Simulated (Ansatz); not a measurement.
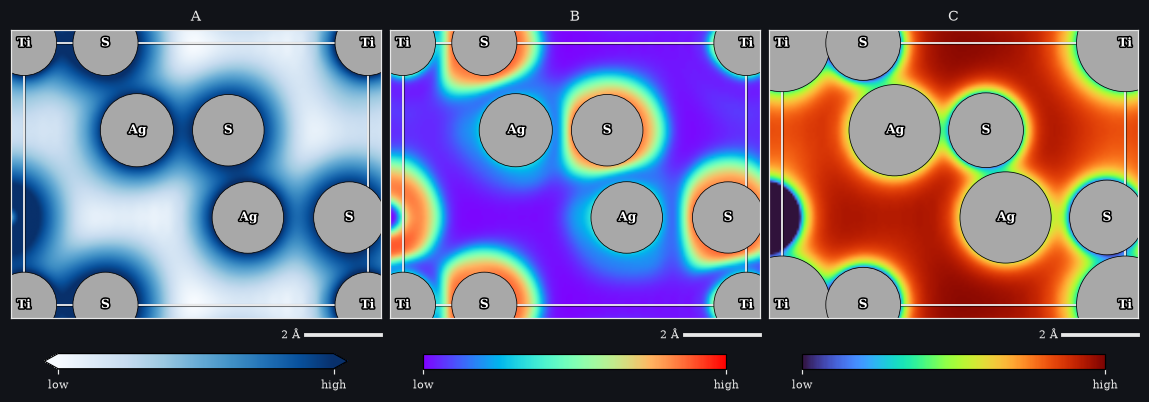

TiAg₂S₃: 3 fields on the (110) plane of the conventional cell, with unlabelled colour scales. Grey discs cover the atomic cores.

Space group P3m1; a structure from a database of computed crystals, not necessarily the ambient phase; started from the MnCd2Te3-156 prototype, which need not be the ambient phase; computed without spin polarisation.

The calculation used DFT, PBEsol, plane waves, PAW in Ansatz.

```
CELL_PARAMETERS angstrom
4.03324 0.00000 0.00000
-2.01662 3.49289 0.00000
0.00000 0.00000 9.16698
ATOMIC_POSITIONS crystal
Ti 0.33333 0.66667 0.66528
Ag 0.00000 0.00000 0.99371
Ag 0.66667 0.33333 0.31681
S 0.00000 0.00000 0.25993
S 0.66667 0.33333 0.61209
S 0.33333 0.66667 0.90219
```

Question: Match the panels to the quantities (electron localisation function, electrostatic potential energy of an electron and valence pseudo-density).

Answer: Panel A: valence pseudo-density. Panel B: electron localisation function. Panel C: electrostatic potential energy of an electron (low next to the atoms, rising into the space between them). From the grid: Ag–S (2.39 Å): the density is about 0.55 e/Å³ at the midpoint; the ELF peaks at about 0.85 in the valence shell of S, 0.8 Å from its nucleus, and is about 0.30 at the midpoint.
